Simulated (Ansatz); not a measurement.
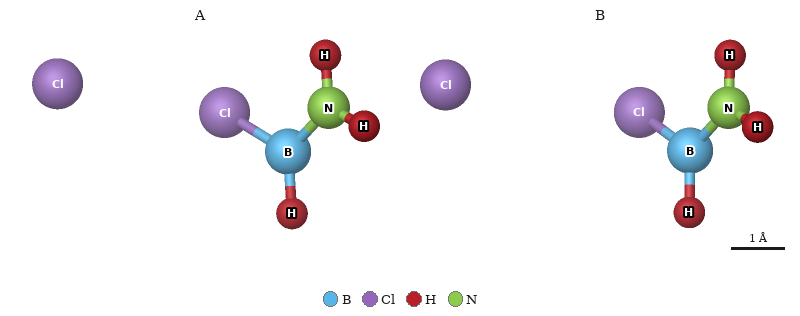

Two geometries of BNH3Cl2 (multiplicity 2), drawn at one scale. One is the start of a relaxation, the other its converged end. A ball-and-stick model, seen from a free direction.

Theory: Ansatz, UHF/6-31G*. (collinear spin; force threshold 0.03 eV/Å; at most 50 steps)

> Which geometry has the lower energy?

Structure B is the relaxed one. The run prepares an end point of a later path (reaction) calculation, from a guessed geometry. The energy falls by 0.054 eV in 6 geometry steps. The largest force component goes from 0.9 to 0.012 eV/Å. The largest move after the best rigid fit is that of a Cl atom, 0.35 Å. Largest moves by element: Cl 0.35 Å, H 0.17 Å, B 0.07 Å, N 0.01 Å. Among the contacts that change: B–Cl 1.837 → 1.789 Å.

Limits of the set-up: the start holds two separate molecules, 3.2 Å apart at their closest, whose relative position is a soft coordinate and is computed without a dispersion correction; Hartree-Fock leaves out electron correlation.
